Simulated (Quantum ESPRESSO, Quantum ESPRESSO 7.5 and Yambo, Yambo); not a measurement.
# Excitons of WSe2 (P6_3/mmc) on ever denser meshes

How far does the k mesh set the exciton binding of WSe2 (P6_3/mmc)?

Program: Quantum ESPRESSO 7.5 and Yambo 5.3.0. Level of theory: PBE and many-body steps on it, plane waves. Results are calculated unless marked as measured.

The database entry behind the starting cell differs from later determinations by our own check (a about 0.2 % long), so it need not match the best structure at ambient conditions.

## (1) The starting structure

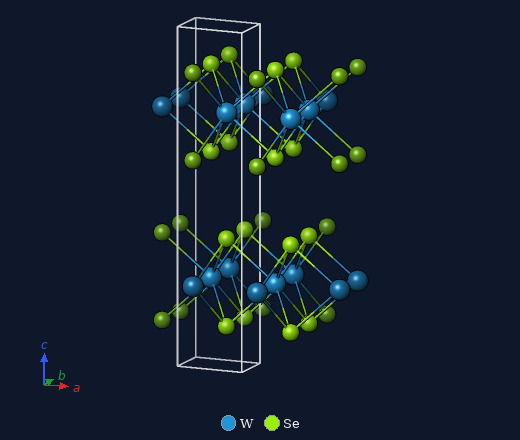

Start, viewed slightly off an axis; tungsten blue, selenium green. 2×2×1 cells are drawn. Some periodic images of atoms are drawn too.

The cell and positions come from the Crystallography Open Database and are kept as given unless a step says otherwise. Spin-orbit coupling is left out unless a step names it.

## (2) Empty states on the mesh, 3×3×1 mesh, 159 bands

This step: Quantum ESPRESSO 7.5; DFT, PBE, plane waves, norm-conserving pseudopotentials.

The sums over transitions need many empty states on a uniform mesh; this step solves for them.

The input, pw.in:

```
&control
  calculation = 'nscf'
  prefix = 'x'
  outdir = 'o'
  pseudo_dir = 'pseudo'
/
&system
  ibrav = 0
  nat = 6
  ntyp = 2
  ecutwfc = 104.0
  nbnd = 159
  force_symmorphic = .true.
/
&electrons
  conv_thr = 1e-9
  electron_maxstep = 80
  diago_full_acc = .true.
  diago_thr_init = 5e-6
/
ATOMIC_SPECIES
  W 183.84 W.upf
  Se 78.971 Se.upf
CELL_PARAMETERS angstrom
  3.2900000000 -0.0000000000 0.0000000000
  -1.6450000000 2.8492235785 0.0000000000
  0.0000000000 0.0000000000 12.9700000000
ATOMIC_POSITIONS crystal
  W 0.3333333333 0.6666666667 0.2500000000
  W 0.6666666667 0.3333333333 0.7500000000
  Se 0.3333333333 0.6666666667 0.6210000000
  Se 0.6666666667 0.3333333333 0.1210000000
  Se 0.3333333333 0.6666666667 0.8790000000
  Se 0.6666666667 0.3333333333 0.3790000000
K_POINTS automatic
  3 3 1 0 0 0
```

Command:

```console
$ OMP_NUM_THREADS=1 mpirun -n 8 pw.x -nk 4 -in pw.in > pw.out
```

Output:

```text
Program PWSCF v.7.5 starts

     This program is part of the open-source Quantum ESPRESSO suite
     for quantum simulation of materials; please cite
         "P. Giannozzi et al., J. Phys.:Condens. Matter 21 395502 (2009);
         "P. Giannozzi et al., J. Phys.:Condens. Matter 29 465901 (2017);
         "P. Giannozzi et al., J. Chem. Phys. 152 154105 (2020);
     in publications or presentations arising from this work. More details at

     Atomic positions and unit cell read from directory:
     o/x.save/

     Message from routine setup:
[...]
-133.7323-133.7323-133.7323-133.7323-133.6925-133.6925-133.6925-133.6925
[...]
19.7671  21.1556  23.4343  23.4343  24.1233  24.2434  24.2434  25.3350
     [... 8 further rows ...]
    49.8525  50.1906  50.4978  50.4978  51.3088  51.3088  51.9934  52.0045
    52.0045  52.3198  52.3199  53.4009  54.1208  54.1208  54.1857

     highest occupied, lowest unoccupied level (ev):    13.9730   15.3033

     XML data file, pseudopotentials, collected wavefunctions

=------------------------------------------------------------------------------=
   JOB DONE.
=------------------------------------------------------------------------------=
```

Elapsed: 13 s, on 8 MPI ranks of Intel Xeon 6975P-C (Granite Rapids), shared host; peak memory 1.2 GiB.

This step gave:

```
gap                                                           : 1.330 eV
k of the valence top                                          : 0, 0, 0
k of the conduction bottom                                    : 0.3333, 0.3333, 0
least direct gap                                              : 1.524 eV
k points computed                                             : 3
lowest point of the top converged band, above the valence top : 40.21 eV
```

On this mesh the gap is 1.330 eV.

The density comes from a self-consistent run that is not shown.

## (3) Conversion and set-up

This step: Yambo 5.3.0; conversion and set-up on PBE, plane waves, norm-conserving pseudopotentials.

The states are converted to the many-body program's format and the q mesh is built.

Command:

```console
$ (cd o/x.save; p2y > p2y.log; mv SAVE ../..); yambo > setup.log
```

Output:

```text
 Yambo, version 5.3.0

 [02] CORE Variables Setup
 =========================

  [02.01] Unit cells
  ==================

  Cell kind             :  HCP
  Atoms in the cell     :  W  Se
  number of W  atoms    :  2
  number of Se atoms    :   4

  List of atomic masses
  Mass of W     :  183.8400
  Mass of Se    :  78.97100

  List of atomic coordinates    : [cc]
  W1       : -0.31086E-09   3.5895       6.1274      order 1
  W2       :   3.10860   1.79475  18.38231  order 2
  Se1       : -0.31086E-09   3.5895       15.221      order 3
[...]
0.000000  0.000000  0.000000  0.000000  0.000000  0.000000  0.000000  0.000000

 [03] Transferred momenta grid and indexing
 ==========================================

 IBZ Q-points                                      :  3
 BZ  Q-points                                      :   9

 K/Q-points units:
 rlu = crystal or reduced units; cc = cartesian coordinates; iku = interal k-units

 Q [1]          [rlu]:  0.000000  0.000000  0.000000
 Q [2]          [rlu]: -0.24284E-17  0.33333       0.0000
 Q [3]          [rlu]:  0.333333  0.333333  0.000000

  [03.01] X indexes
  =================

   [03.01.01] Sigma indexes
   ========================

 [06] Game Over & Game summary
```

It took 3.1 s on 1 MPI rank; peak memory 0.25 GiB.

## (4) Screening and self-energy, 3×3×1 mesh, 159 bands, screening to 95.2 eV

G0W0 replaces the xc potential by the self-energy, built once from these orbitals. Only a window of levels is corrected, while the sums run over the empty bands that the input names.

This step: G0W0 on PBE, plane waves, norm-conserving pseudopotentials.

The input, gw1.in:

```
HF_and_locXC
gw0
dyson
ppa
em1d
rim_cut
RandQpts= 1000000
RandGvec= 1 RL
EXXRLvcs= 104 Ry
VXCRLvcs= 416 Ry
Chimod= "HARTREE"
% BndsRnXp
 1 | 159 |
%
NGsBlkXp= 7 Ry
% LongDrXp
 1 | 1 | 1 |
%
% GbndRnge
 1 | 159 |
%
DysSolver= "n"
ExtendOut
PPAPntXp= 27.21138 eV
% QPkrange
 1 | 1 | 61 | 64 |
 3 | 3 | 61 | 64 |
%
```

Command:

```console
$ OMP_NUM_THREADS=2 mpirun -n 4 yambo -F gw1.in -J gw1 -C gw1 > gw1.log
```

Output:

```text
 Yambo, version 5.3.0

 [02] CORE Variables Setup
 =========================

  [... cell, symmetries and grids as in the set-up ...]

  [02.05] Energies & Occupations
  ==============================

  [X] === General ===
  [X] Electronic Temperature                        :  0.000000  0.000000 [eV K]
  [X] Bosonic    Temperature                        :  0.000000  0.000000 [eV K]
  [X] Finite Temperature mode                       : no
  [X] El. density                                   :  0.10199E+25 [cm-3]
[...]
QP @ state[ 1 ] b range                          :   61   64
   QP @ state[ 2 ] K range                          :  3  3
   QP @ state[ 2 ] b range                          :   61   64
   GF energies kind                                 : Perdew, Burke & Ernzerhof(X)+Perdew, Burke & Ernzerhof(C)
   GF WF`s kind                                     : Perdew, Burke & Ernzerhof(X)+Perdew, Burke & Ernzerhof(C)
   Xs energies kind                                 : Perdew, Burke & Ernzerhof(X)+Perdew, Burke & Ernzerhof(C)
   Xs WF`s kind                                     : Perdew, Burke & Ernzerhof(X)+Perdew, Burke & Ernzerhof(C)

 [11] Game Over & Game summary
```

The job ended after 55 s (4 MPI ranks; peak memory 3.5 GiB).

Numbers from this step:

| Quantity | Value |
| --- | --- |
| G0W0 gap on the points computed | 1.887 eV |
| starting gap on the mesh | 1.330 eV |
| k of the valence top | 0, 0, 0 |
| k of the conduction bottom | 0.3333, 0.3333, 0 |
| least direct G0W0 gap on the computed points | 2.136 eV |

The gap on the mesh goes from 1.33 eV to 1.89 eV, a correction of +0.56 eV.

The gap opens by 0.557 eV; the next steps shift the empty bands rigidly by 0.612 eV, the correction at the start's least direct gap. The exciton steps add spin-orbit coupling, which this shift does not hold.

## (5) Empty states on the mesh, 3×3×1 mesh, 180 bands

This step: Quantum ESPRESSO 7.5; DFT, PBE with spin-orbit coupling, plane waves, norm-conserving pseudopotentials.

pw.in, as its differences from that of step 2:

```diff
@@ -11,4 +11,6 @@
   ecutwfc = 104.0
-  nbnd = 159
+  nbnd = 180
   force_symmorphic = .true.
+  noncolin = .true.
+  lspinorb = .true.
 /
```

Command:

```console
$ OMP_NUM_THREADS=1 mpirun -n 8 pw.x -nk 4 -in pw.in > pw.out
```

Output:

```text
[banner, memory and clock lines left out]
Program PWSCF v.7.5 starts

     Atomic positions and unit cell read from directory:
     o/x.save/

     Message from routine setup:
     using ibrav=0 with symmetry is DISCOURAGED, use correct ibrav instead

     Message from routine divide_et_impera:
     suboptimal parallelization: some nodes have no k-points

     bravais-lattice index     =            0
     lattice parameter (alat)  =       6.2172  a.u.
     unit-cell volume          =     820.4630 (a.u.)^3
     number of atoms/cell      =            6
[...]
29.2357  29.2358  29.3137  29.3138

          k = 0.3333 0.5774 0.0000 ( 14730 PWs)   bands (ev):

[...]
-131.7626-131.7626-131.7626-131.7626-131.7625-131.7625-131.7625-131.7625
  -131.7369-131.7369-131.7369-131.7369-131.7368-131.7368-131.7368-131.7368
[...]
-33.4953 -33.4953 -33.4946 -33.4946 -31.5744 -31.5744 -31.5635 -31.5635
     [... 11 further rows ...]
    26.9916  26.9916  27.1446  27.1446  27.6943  27.6943  28.4139  28.4139
    29.9415  29.9416  29.9869  29.9877

     highest occupied, lowest unoccupied level (ev):    14.0434   15.2479

     XML data file, pseudopotentials, collected wavefunctions
```

Elapsed: 32 s, on 8 MPI ranks; peak memory 2.1 GiB; 4.3 min of CPU time.

Numbers from this step:

```
gap                                                           : 1.205 eV
k of the valence top                                          : 0, 0, 0
k of the conduction bottom                                    : 0.3333, 0.3333, 0
least direct gap                                              : 1.312 eV
k points computed                                             : 3
lowest point of the top converged band, above the valence top : 15.27 eV
```

On this mesh the gap is 1.205 eV.

The density comes from a self-consistent run that is not shown, made with spin-orbit coupling and fully relativistic files.

## (6) Conversion and set-up

This step: Yambo 5.3.0; conversion and set-up on PBE with spin-orbit coupling, plane waves, norm-conserving pseudopotentials.

Command:

```console
$ (cd o/x.save; p2y > p2y.log; mv SAVE ../..); yambo > setup.log
```

Output:

```text
 Yambo, version 5.3.0

 [02] CORE Variables Setup
 =========================

  [02.01] Unit cells
  ==================

  Cell kind             :  HCP
  Atoms in the cell     :  W  Se
  number of W  atoms    :  2
  number of Se atoms    :   4

  List of atomic masses
  Mass of W     :  183.8400
  Mass of Se    :  78.97100

  List of atomic coordinates    : [cc]
  W1       : -0.31086E-09   3.5895       6.1274      order 1
  W2       :   3.10860   1.79475  18.38231  order 2
  Se1       : -0.31086E-09   3.5895       15.221      order 3
[...]
0.000000  0.000000  0.000000  0.000000

 [03] Transferred momenta grid and indexing
 ==========================================

 IBZ Q-points                                      :  3
 BZ  Q-points                                      :   9

 K/Q-points units:
 rlu = crystal or reduced units; cc = cartesian coordinates; iku = interal k-units

 Q [1]          [rlu]:  0.000000  0.000000  0.000000
 Q [2]          [rlu]: -0.24284E-17  0.33333       0.0000
 Q [3]          [rlu]:  0.333333  0.333333  0.000000

  [03.01] X indexes
  =================

   [03.01.01] Sigma indexes
   ========================

 [06] Game Over & Game summary
```

The job ended after 4.5 s (1 MPI rank; peak memory 0.25 GiB).

(Continued in part 2 of 3.)

[Paths, hosts, dates, memory and timing lines, banners, echoed tables and standing remarks are left out of the program output.]

[Logs are printed without paths, hosts, clocks, repeated set-up lines and the standing remarks that a program may print on its own settings, such as how far it seeks lower states.]

[Runs of the session that timed out or met a known fault of the program may be left out.]

[Hosts, paths, dates, database ids (printed as entryN), source tags and the programs' standing remarks are cut or masked in the printed files.]
